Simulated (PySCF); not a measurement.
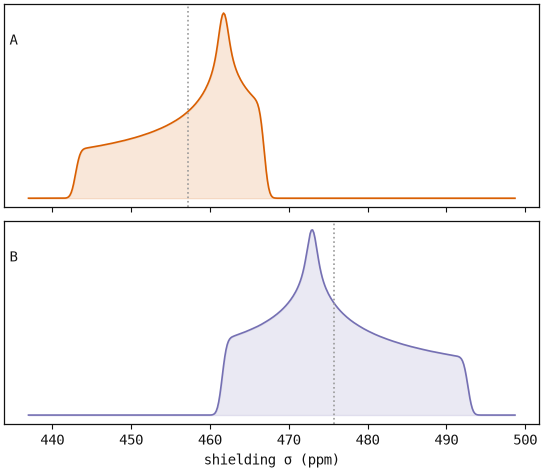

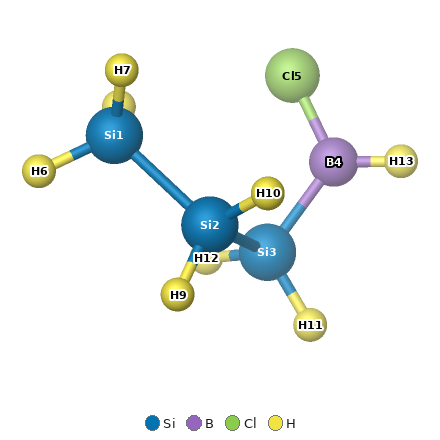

Static powder patterns (²⁹Si) from GIAO shielding tensors of BSi₃H₈Cl, SMILES [SiH3][SiH2][SiH2]BCl, PBE0/pcSseg-1 with PySCF, at a PBE0-D3(BJ)/def2-SVP geometry (no frequency check); absolute shielding, one fixed geometry of the isolated molecule without any motion, no dipolar terms. The dotted line is the isotropic value; skew is 3(σiso − σ22)/span.

> The panels belong to Si1 and Si2. Which is which?

panel A: Si1, σ11, σ22, σ33 = 443, 462, 467 ppm, isotropic 457, span 24 ppm, skew −0.57; panel B: Si2, σ11, σ22, σ33 = 462, 473, 493 ppm, isotropic 476, span 31 ppm, skew 0.27.

Note: one conformer of a flexible molecule.
